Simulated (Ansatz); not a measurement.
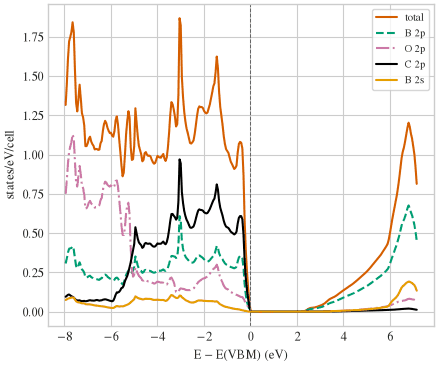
Figure: Total and projected density of states of B$_{2}$CO in space group P-4m2 (No. 115; B on 2g, C on 1a, O on 1c), DFT-r²SCAN in the program Ansatz with PAW potentials

Task: Which orbitals carry the states next to the gap?

Result: Top 1 eV of the valence band: C 2p 55 %, B 2p 31 %, O 2p 12 %. Bottom 1 eV of the conduction band: B 2p 73 %, O 2s 17 %, outside the projected shells 6 %. Projections are on Löwdin-orthogonalised atomic valence shells; empty p or d shells of many metals are not among them.

Task: Where is the tallest occupied peak in this window, and what makes it?

Result: Near -3.0 eV, about 1.9 states/eV per cell; the largest projected share is C 2p.

The start of the workflow was typed in or built on a structure type; neither database checked (COD, Materials Project) lists it. Whether it is the stable phase at ambient conditions was not checked. The cell was relaxed with r²SCAN under the symmetry of its start; its stability against distortions is not shown here.

Potentials: the earlier of the program's two PAW sets.
